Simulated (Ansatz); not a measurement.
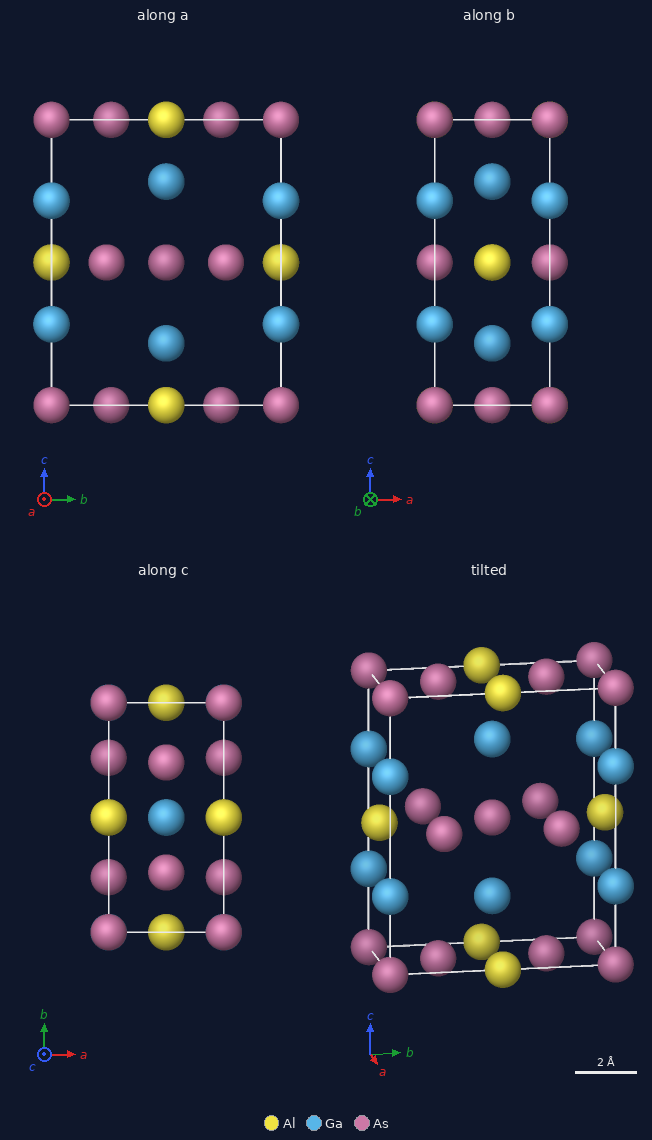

An orthographic spheres-only view of the structure, along the a axis, along the b axis, along the c axis and slightly off an axis. The conventional unit cell is drawn as a box.

Lattice parameters: a = 3.811 Å, b = 7.595 Å, c = 9.444 Å, α = 90.00°, β = 90.00°, γ = 90.00°.

### Convert the drawing into a table of Wyckoff sites, with free fractional coordinates to two decimals.

Space group Immm (No. 71).
| atom | site | x | y | z |
| --- | --- | --- | --- | --- |
| Al | 2d | 0.00 | 0.50 | 0.00 |
| Ga | 4i | 0.50 | 0.50 | 0.22 |
| As | 4h | 0.50 | 0.74 | 0.00 |
| As | 2a | 0.00 | 0.00 | 0.00 |

Origin of the cell: a random cell made by a generator, so it need not be a real form of the compound. What is shown is the relaxed result from DFT PBE, scalar-relativistic, plane waves, PAW in Ansatz 0.2.0.
